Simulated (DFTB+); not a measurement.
## Si2H6O: geometry relaxation (part 3 of 4)

Si2H6O; GFN1-xTB, R-SCC, dispersion built in (DFTB+ 25.1). The geometry comes from this level: GFN2-xTB.

Geometry of the input (Å):
```
Si -0.7574  1.0749  -0.9278
O  0.1378  0.0270  -0.0817
Si 0.7680  -1.0734  0.9220
H  -1.7988  0.3070  -1.6084
H  0.1674  1.7072  -1.8637
H  -1.3266  2.0317  0.0197
H  2.1878  -1.1341  0.5838
H  0.0804  -2.3384  0.6694
H  0.5412  -0.6018  2.2868
```

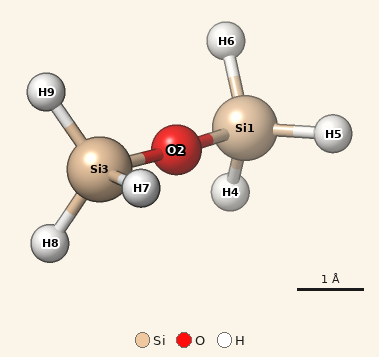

Figure 1. The geometry at step 12 of the log (ball-and-stick view, seen at a tilt; atoms are numbered from 1 in the order of the input).

**The program's output, continued**
```
 iSCC Total electronic   Diff electronic      SCC error
    1   -0.11907556E+02    0.00000000E+00    0.31688425E-03
    2   -0.11907556E+02   -0.14388256E-03    0.24238383E-03
    3   -0.11907556E+02   -0.53190803E-08    0.48345290E-04
    4   -0.11907556E+02   -0.24167175E-08    0.91053339E-05
    5   -0.11907556E+02   -0.40628301E-09    0.16941175E-05
    6   -0.11907556E+02   -0.14633628E-10    0.66093876E-06
    7   -0.11907556E+02   -0.39257486E-12    0.24296695E-06
    8   -0.11907556E+02   -0.53290705E-14    0.18898239E-07
    9   -0.11907556E+02    0.17763568E-14    0.16901531E-08

Total Energy:                      -11.8239657255 H         -321.7465 eV
Extrapolated to 0K:                -11.8239657255 H         -321.7465 eV
Total Mermin free energy:          -11.8239657255 H         -321.7465 eV
Force related energy:              -11.8239657255 H         -321.7465 eV

total energy  -1.1823966E+01 H       energy change -1.1905017E-06 H
gradient norm  5.7891547E-04 H/a0    max. gradient  2.1386559E-04 H/a0
step length    1.0676300E-02 a0      max. step      4.5721771E-03 a0

--------------------------------------------------------------------------------

***  Geometry step: 25

 iSCC Total electronic   Diff electronic      SCC error
    1   -0.11907555E+02    0.00000000E+00    0.89832495E-04
    2   -0.11907555E+02    0.11750372E-05    0.60269383E-04
    3   -0.11907555E+02   -0.23748576E-08    0.24215652E-04
    4   -0.11907555E+02   -0.98221342E-09    0.55362047E-05
    5   -0.11907555E+02   -0.81161744E-10    0.22113711E-05
    6   -0.11907555E+02   -0.22719604E-11    0.24040528E-06
    7   -0.11907555E+02   -0.29665159E-12    0.13391151E-06
    8   -0.11907555E+02    0.35527137E-14    0.42881456E-07
    9   -0.11907555E+02   -0.53290705E-14    0.12880366E-07
   10   -0.11907555E+02    0.00000000E+00    0.70329143E-09

Total Energy:                      -11.8239661282 H         -321.7465 eV
Extrapolated to 0K:                -11.8239661282 H         -321.7465 eV
Total Mermin free energy:          -11.8239661282 H         -321.7465 eV
Force related energy:              -11.8239661282 H         -321.7465 eV

total energy  -1.1823966E+01 H       energy change -4.0262240E-07 H
gradient norm  4.6452839E-04 H/a0    max. gradient  1.7099327E-04 H/a0
step length    9.9391712E-04 a0      max. step      4.0394093E-04 a0

--------------------------------------------------------------------------------

***  Geometry step: 26

 iSCC Total electronic   Diff electronic      SCC error
    1   -0.11907543E+02    0.00000000E+00    0.14109153E-03
    2   -0.11907543E+02    0.11627519E-04    0.95070482E-04
    3   -0.11907543E+02   -0.22401387E-08    0.15905534E-04
    4   -0.11907543E+02   -0.15262991E-08    0.75983910E-05
    5   -0.11907543E+02   -0.51953108E-10    0.18439746E-05
    6   -0.11907543E+02   -0.25952573E-11    0.53716544E-06
    7   -0.11907543E+02   -0.26467717E-12    0.14144819E-06
    8   -0.11907543E+02   -0.14210855E-13    0.46362566E-07
    9   -0.11907543E+02   -0.17763568E-14    0.79671056E-08

Total Energy:                      -11.8239666410 H         -321.7465 eV
Extrapolated to 0K:                -11.8239666410 H         -321.7465 eV
Total Mermin free energy:          -11.8239666410 H         -321.7465 eV
Force related energy:              -11.8239666410 H         -321.7465 eV

total energy  -1.1823967E+01 H       energy change -5.1285961E-07 H
gradient norm  5.0520175E-04 H/a0    max. gradient  1.6358493E-04 H/a0
step length    1.8418423E-03 a0      max. step      6.6353732E-04 a0

--------------------------------------------------------------------------------

***  Geometry step: 27

 iSCC Total electronic   Diff electronic      SCC error
    1   -0.11907539E+02    0.00000000E+00    0.11705146E-03
    2   -0.11907539E+02    0.44818798E-05    0.89847413E-04
    3   -0.11907539E+02   -0.13684129E-08    0.19260359E-04
    4   -0.11907539E+02   -0.89997876E-09    0.69827672E-05
    5   -0.11907539E+02   -0.40511594E-10    0.12154349E-05
    6   -0.11907539E+02   -0.27107205E-11    0.39962576E-06
    7   -0.11907539E+02   -0.15276669E-12    0.10941807E-06
    8   -0.11907539E+02   -0.10658141E-13    0.29157261E-07
    9   -0.11907539E+02   -0.35527137E-14    0.13533846E-07
   10   -0.11907539E+02   -0.17763568E-14    0.74507267E-09

Total Energy:                      -11.8239671683 H         -321.7465 eV
Extrapolated to 0K:                -11.8239671683 H         -321.7465 eV
Total Mermin free energy:          -11.8239671683 H         -321.7465 eV
Force related energy:              -11.8239671683 H         -321.7465 eV

total energy  -1.1823967E+01 H       energy change -5.2730632E-07 H
gradient norm  5.8361932E-04 H/a0    max. gradient  1.9376916E-04 H/a0
step length    2.3870402E-03 a0      max. step      1.0611861E-03 a0

--------------------------------------------------------------------------------

***  Geometry step: 28

 iSCC Total electronic   Diff electronic      SCC error
    1   -0.11907525E+02    0.00000000E+00    0.15865753E-03
    2   -0.11907525E+02    0.14048129E-04    0.12505806E-03
    3   -0.11907525E+02   -0.22984494E-08    0.43068356E-04
    4   -0.11907525E+02   -0.85557161E-09    0.91159984E-05
    5   -0.11907525E+02   -0.10932411E-09    0.22106933E-05
    6   -0.11907525E+02   -0.53717031E-11    0.48159661E-06
    7   -0.11907525E+02   -0.44231285E-12    0.12975915E-06
    8   -0.11907525E+02   -0.10658141E-13    0.43384096E-07
    9   -0.11907525E+02   -0.17763568E-14    0.29809095E-07
   10   -0.11907525E+02    0.00000000E+00    0.62007111E-09

Total Energy:                      -11.8239678624 H         -321.7465 eV
Extrapolated to 0K:                -11.8239678624 H         -321.7465 eV
Total Mermin free energy:          -11.8239678624 H         -321.7465 eV
Force related energy:              -11.8239678624 H         -321.7465 eV

total energy  -1.1823968E+01 H       energy change -6.9411831E-07 H
gradient norm  5.5607734E-04 H/a0    max. gradient  2.3426926E-04 H/a0
step length    3.8529891E-03 a0      max. step      1.7753654E-03 a0

--------------------------------------------------------------------------------

***  Geometry step: 29

 iSCC Total electronic   Diff electronic      SCC error
    1   -0.11907530E+02    0.00000000E+00    0.54200514E-04
    2   -0.11907530E+02   -0.52546329E-05    0.21978935E-04
    3   -0.11907530E+02   -0.73139539E-09    0.15095083E-04
    4   -0.11907530E+02   -0.15821477E-09    0.29559419E-05
    5   -0.11907530E+02   -0.50039972E-11    0.37133350E-06
    6   -0.11907530E+02   -0.12363444E-11    0.17612333E-06
    7   -0.11907530E+02   -0.19539925E-13    0.54704703E-07
    8   -0.11907530E+02   -0.17763568E-14    0.11017004E-07
    9   -0.11907530E+02    0.17763568E-14    0.39391426E-08

Total Energy:                      -11.8239683092 H         -321.7465 eV
Extrapolated to 0K:                -11.8239683092 H         -321.7465 eV
Total Mermin free energy:          -11.8239683092 H         -321.7465 eV
Force related energy:              -11.8239683092 H         -321.7465 eV

total energy  -1.1823968E+01 H       energy change -4.4673519E-07 H
gradient norm  3.6643242E-04 H/a0    max. gradient  1.4476812E-04 H/a0
step length    3.1059783E-03 a0      max. step      1.3355052E-03 a0

--------------------------------------------------------------------------------

***  Geometry step: 30

 iSCC Total electronic   Diff electronic      SCC error
    1   -0.11907521E+02    0.00000000E+00    0.83459358E-04
    2   -0.11907521E+02    0.92340748E-05    0.58497539E-04
    3   -0.11907521E+02   -0.74029138E-09    0.14353451E-04
    4   -0.11907521E+02   -0.36487258E-09    0.50001769E-05
    5   -0.11907521E+02   -0.31922909E-10    0.15191788E-05
    6   -0.11907521E+02   -0.17106316E-11    0.34524855E-06
    7   -0.11907521E+02   -0.16697754E-12    0.76803449E-07
    8   -0.11907521E+02   -0.17763568E-14    0.18208349E-07
    9   -0.11907521E+02   -0.17763568E-14    0.42541006E-08

Total Energy:                      -11.8239684716 H         -321.7466 eV
Extrapolated to 0K:                -11.8239684716 H         -321.7466 eV
Total Mermin free energy:          -11.8239684716 H         -321.7466 eV
Force related energy:              -11.8239684716 H         -321.7466 eV

total energy  -1.1823968E+01 H       energy change -1.6241255E-07 H
gradient norm  1.8267031E-04 H/a0    max. gradient  8.0036509E-05 H/a0
step length    6.3199223E-04 a0      max. step      2.4861867E-04 a0

Geometry converged

--------------------------------------------------------------------------------
--------------------------------------------------------------------------------
Pre-SCC initialisation                 +       0.03 ( 13.9%)       0.02 (  4.4%)
SCC                                    +       0.11 ( 61.3%)       0.44 ( 86.3%)
Post-SCC processing                    +       0.04 ( 24.4%)       0.05 (  9.1%)
--------------------------------------------------------------------------------
Missing                                +       0.00 (  0.4%)       0.00 (  0.2%)
Total                                  =       0.18 (100.0%)       0.50 (100.0%)
--------------------------------------------------------------------------------
```

**File detailed.out**
```
Fermi distribution function

Geometry optimization step: 30

********************************************************************************
 iSCC Total electronic   Diff electronic      SCC error
    9   -0.11907521E+02   -0.17763568E-14    0.42541006E-08
********************************************************************************

 Total charge:    -0.00000000

 Atomic gross charges (e)
 Atom           Charge
    1       0.38473908
    2      -0.36870807
    3       0.38466789
    4      -0.06680570
    5      -0.06676780
    6      -0.06679953
    7      -0.06676399
    8      -0.06678283
    9      -0.06677906

Nr. of electrons (up):     20.00000000
Atom populations (up)
 Atom       Population
    1       3.61526092
    2       6.36870807
    3       3.61533211
    4       1.06680570
    5       1.06676780
    6       1.06679953
    7       1.06676399
    8       1.06678283
    9       1.06677906

l-shell populations (up)
 Atom Sh.   l       Population
    1   1   0       1.20538477
    1   2   1       1.71949260
    1   3   2       0.69038355
    2   1   0       1.63931777
    2   2   1       4.72939030
    3   1   0       1.20528361
    3   2   1       1.71969687
    3   3   2       0.69035163
    4   1   0       1.06912542
    4   2   0      -0.00231972
    5   1   0       1.06908683
    5   2   0      -0.00231903
    6   1   0       1.06912002
    6   2   0      -0.00232049
    7   1   0       1.06908414
    7   2   0      -0.00232015
    8   1   0       1.06910344
    8   2   0      -0.00232062
    9   1   0       1.06910122
    9   2   0      -0.00232217

Orbital populations (up)
 Atom Sh.   l   m       Population  Label
    1   1   0   0       1.20538477  s
    1   2   1  -1       0.53751113  p_y
    1   2   1   0       0.57431607  p_z
    1   2   1   1       0.60766539  p_x
    1   3   2  -2       0.08784604  d_xy
    1   3   2  -1       0.17987070  d_yz
    1   3   2   0       0.16268959  d_z2
    1   3   2   1       0.10832462  d_xz
    1   3   2   2       0.15165260  d_x2-y2
    2   1   0   0       1.63931777  s
    2   2   1  -1       1.55431526  p_y
    2   2   1   0       1.57706807  p_z
    2   2   1   1       1.59800697  p_x
    3   1   0   0       1.20528361  s
    3   2   1  -1       0.53749054  p_y
    3   2   1   0       0.57410747  p_z
    3   2   1   1       0.60809886  p_x
    3   3   2  -2       0.23743084  d_xy
    3   3   2  -1       0.06438745  d_yz
    3   3   2   0       0.07892314  d_z2
    3   3   2   1       0.20927839  d_xz
    3   3   2   2       0.10033180  d_x2-y2
    4   1   0   0       1.06912542  s
    4   2   0   0      -0.00231972  s2
    5   1   0   0       1.06908683  s
    5   2   0   0      -0.00231903  s2
    6   1   0   0       1.06912002  s
    6   2   0   0      -0.00232049  s2
    7   1   0   0       1.06908414  s
    7   2   0   0      -0.00232015  s2
    8   1   0   0       1.06910344  s
    8   2   0   0      -0.00232062  s2
    9   1   0   0       1.06910122  s
    9   2   0   0      -0.00232217  s2

Fermi level:                        -0.3240125906 H           -8.8168 eV
Band energy:                       -11.0326646824 H         -300.2141 eV
TS:                                  0.0000000000 H            0.0000 eV
Band free energy (E-TS):           -11.0326646824 H         -300.2141 eV
Extrapolated E(0K):                -11.0326646824 H         -300.2141 eV
Input / Output electrons (q):     20.0000000000     20.0000000000

Energy H0:                         -11.9351445351 H         -324.7718 eV
Energy SCC:                          0.0276237725 H            0.7517 eV
Total Electronic energy:           -11.9075207627 H         -324.0201 eV
Repulsive energy:                    0.0859551828 H            2.3390 eV
Halogen correction energy:           0.0000000000 H            0.0000 eV
Total energy:                      -11.8239684716 H         -321.7466 eV
Extrapolated to 0:                 -11.8239684716 H         -321.7466 eV
Total Mermin free energy:          -11.8239684716 H         -321.7466 eV
Force related energy:              -11.8239684716 H         -321.7466 eV

Non-constrained calculation

SCC converged

Full geometry written in geo_end.{xyz|gen}

Total Forces
    1     -0.000034689561      0.000046166516     -0.000050628057
    2     -0.000024559998      0.000038750032     -0.000005592801
    3      0.000021313659     -0.000007772708     -0.000012497781
    4      0.000032611199     -0.000004327269      0.000007308069
    5     -0.000027825156     -0.000034523105      0.000053238090
    6      0.000036114366     -0.000016993631     -0.000009160715
    7      0.000038841543      0.000014058548     -0.000021762419
    8     -0.000035808253     -0.000080036509     -0.000027283439
    9     -0.000005997799      0.000044678125      0.000066379053

Maximal derivative component:        0.800365E-04 au

Dipole moment:    0.00069209    0.00039402    0.00019039 au
Dipole moment:    0.00175912    0.00100150    0.00048393 Debye

Geometry converged
```

**Trajectory as extended XYZ (Å, eV, eV/Å), 21 of the 31 frames kept, from step=0 to step=30**
```
9
Properties=species:S:1:pos:R:3 step=0 energy=-321.65489
Si   -0.7574    1.0749   -0.9278
O     0.1378    0.0270   -0.0817
Si    0.7680   -1.0734    0.9220
H    -1.7988    0.3070   -1.6084
H     0.1674    1.7072   -1.8637
H    -1.3266    2.0317    0.0197
H     2.1878   -1.1341    0.5838
H     0.0804   -2.3384    0.6694
H     0.5412   -0.6018    2.2868
9
Properties=species:S:1:pos:R:3 step=2 energy=-321.70432
Si   -0.7723    1.0969   -0.9472
O     0.1341    0.0263   -0.0796
Si    0.7847   -1.0951    0.9402
H    -1.7955    0.3134   -1.6073
H     0.1608    1.7081   -1.8629
H    -1.3256    2.0294    0.0129
H     2.1839   -1.1377    0.5887
H     0.0857   -2.3348    0.6728
H     0.5442   -0.6067    2.2823
9
Properties=species:S:1:pos:R:3 step=3 energy=-321.70649
Si   -0.7732    1.0989   -0.9491
O     0.1316    0.0259   -0.0782
Si    0.7865   -1.0969    0.9416
H    -1.7955    0.3152   -1.6079
H     0.1595    1.7095   -1.8640
H    -1.3260    2.0299    0.0111
H     2.1846   -1.1393    0.5902
H     0.0872   -2.3350    0.6740
H     0.5453   -0.6082    2.2823
9
Properties=species:S:1:pos:R:3 step=4 energy=-321.71541
Si   -0.7751    1.1057   -0.9560
O     0.1175    0.0231   -0.0698
Si    0.7934   -1.1023    0.9453
H    -1.7971    0.3252   -1.6122
H     0.1527    1.7184   -1.8716
H    -1.3288    2.0339    0.0015
H     2.1903   -1.1487    0.5985
H     0.0952   -2.3381    0.6808
H     0.5518   -0.6170    2.2836
9
Properties=species:S:1:pos:R:3 step=6 energy=-321.73070
Si   -0.7717    1.1104   -0.9626
O     0.0819    0.0162   -0.0490
Si    0.8013   -1.1041    0.9446
H    -1.8039    0.3493   -1.6266
H     0.1378    1.7418   -1.8928
H    -1.3377    2.0479   -0.0213
H     2.2081   -1.1723    0.6183
H     0.1150   -2.3504    0.6977
H     0.5692   -0.6387    2.2916
9
Properties=species:S:1:pos:R:3 step=8 energy=-321.73388
Si   -0.7688    1.1063   -0.9591
O     0.0768    0.0152   -0.0461
Si    0.7984   -1.1000    0.9412
H    -1.8066    0.3544   -1.6325
H     0.1351    1.7455   -1.8962
H    -1.3402    2.0541   -0.0261
H     2.2110   -1.1762    0.6215
H     0.1200   -2.3560    0.7009
H     0.5744   -0.6433    2.2962
9
Properties=species:S:1:pos:R:3 step=9 energy=-321.73504
Si   -0.7692    1.1047   -0.9571
O     0.0784    0.0155   -0.0470
Si    0.7961   -1.0990    0.9408
H    -1.8075    0.3560   -1.6357
H     0.1345    1.7442   -1.8948
H    -1.3409    2.0576   -0.0277
H     2.2093   -1.1757    0.6214
H     0.1221   -2.3589    0.7014
H     0.5771   -0.6445    2.2988
9
Properties=species:S:1:pos:R:3 step=10 energy=-321.73679
Si   -0.7712    1.1034   -0.9550
O     0.0806    0.0159   -0.0483
Si    0.7933   -1.0989    0.9417
H    -1.8089    0.3599   -1.6421
H     0.1326    1.7420   -1.8923
H    -1.3421    2.0644   -0.0318
H     2.2057   -1.1751    0.6215
H     0.1271   -2.3643    0.7029
H     0.5829   -0.6475    2.3034
9
Properties=species:S:1:pos:R:3 step=12 energy=-321.73889
Si   -0.7770    1.1055   -0.9553
O     0.0804    0.0157   -0.0481
Si    0.7917   -1.1026    0.9465
H    -1.8110    0.3689   -1.6531
H     0.1288    1.7395   -1.8891
H    -1.3445    2.0757   -0.0411
H     2.2005   -1.1754    0.6228
H     0.1373   -2.3730    0.7069
H     0.5938   -0.6546    2.3103
9
Properties=species:S:1:pos:R:3 step=14 energy=-321.73926
Si   -0.7782    1.1072   -0.9567
O     0.0770    0.0151   -0.0460
Si    0.7929   -1.1044    0.9480
H    -1.8111    0.3705   -1.6537
H     0.1298    1.7392   -1.8892
H    -1.3449    2.0763   -0.0428
H     2.2009   -1.1748    0.6221
H     0.1387   -2.3732    0.7081
H     0.5949   -0.6563    2.3102
9
Properties=species:S:1:pos:R:3 step=15 energy=-321.73969
Si   -0.7791    1.1082   -0.9575
O     0.0726    0.0142   -0.0433
Si    0.7935   -1.1055    0.9491
H    -1.8114    0.3722   -1.6546
H     0.1328    1.7375   -1.8883
H    -1.3456    2.0773   -0.0447
H     2.2009   -1.1724    0.6195
H     0.1401   -2.3737    0.7093
H     0.5963   -0.6581    2.3105
9
Properties=species:S:1:pos:R:3 step=16 energy=-321.74066
Si   -0.7808    1.1095   -0.9584
O     0.0627    0.0122   -0.0371
Si    0.7939   -1.1073    0.9509
H    -1.8125    0.3760   -1.6576
H     0.1407    1.7321   -1.8850
H    -1.3473    2.0806   -0.0491
H     2.2000   -1.1654    0.6122
H     0.1437   -2.3757    0.7119
H     0.6000   -0.6624    2.3121
9
Properties=species:S:1:pos:R:3 step=18 energy=-321.74441
Si   -0.7858    1.1098   -0.9571
O     0.0235    0.0043   -0.0130
Si    0.7912   -1.1100    0.9549
H    -1.8179    0.3915   -1.6732
H     0.1776    1.7028   -1.8655
H    -1.3547    2.0985   -0.0675
H     2.1911   -1.1298    0.5766
H     0.1590   -2.3881    0.7219
H     0.6172   -0.6797    2.3227
9
Properties=species:S:1:pos:R:3 step=20 energy=-321.74619
Si   -0.7849    1.1062   -0.9535
O     0.0115    0.0021   -0.0059
Si    0.7879   -1.1066    0.9525
H    -1.8195    0.3961   -1.6795
H     0.1917    1.6879   -1.8541
H    -1.3569    2.1060   -0.0734
H     2.1837   -1.1138    0.5613
H     0.1641   -2.3941    0.7241
H     0.6238   -0.6846    2.3284
9
Properties=species:S:1:pos:R:3 step=21 energy=-321.74629
Si   -0.7843    1.1059   -0.9533
O     0.0111    0.0021   -0.0059
Si    0.7879   -1.1060    0.9518
H    -1.8191    0.3963   -1.6794
H     0.1911    1.6877   -1.8537
H    -1.3567    2.1058   -0.0736
H     2.1831   -1.1139    0.5616
H     0.1643   -2.3941    0.7240
H     0.6240   -0.6845    2.3284
9
Properties=species:S:1:pos:R:3 step=22 energy=-321.74639
Si   -0.7839    1.1058   -0.9533
O     0.0101    0.0020   -0.0056
Si    0.7878   -1.1055    0.9513
H    -1.8182    0.3967   -1.6791
H     0.1902    1.6872   -1.8530
H    -1.3561    2.1053   -0.0742
H     2.1823   -1.1141    0.5619
H     0.1648   -2.3938    0.7239
H     0.6243   -0.6846    2.3281
9
Properties=species:S:1:pos:R:3 step=24 energy=-321.74650
Si   -0.7847    1.1058   -0.9530
O     0.0040    0.0009   -0.0021
Si    0.7870   -1.1056    0.9517
H    -1.8175    0.3992   -1.6808
H     0.1936    1.6831   -1.8497
H    -1.3561    2.1071   -0.0775
H     2.1800   -1.1099    0.5579
H     0.1678   -2.3948    0.7248
H     0.6273   -0.6867    2.3287
```
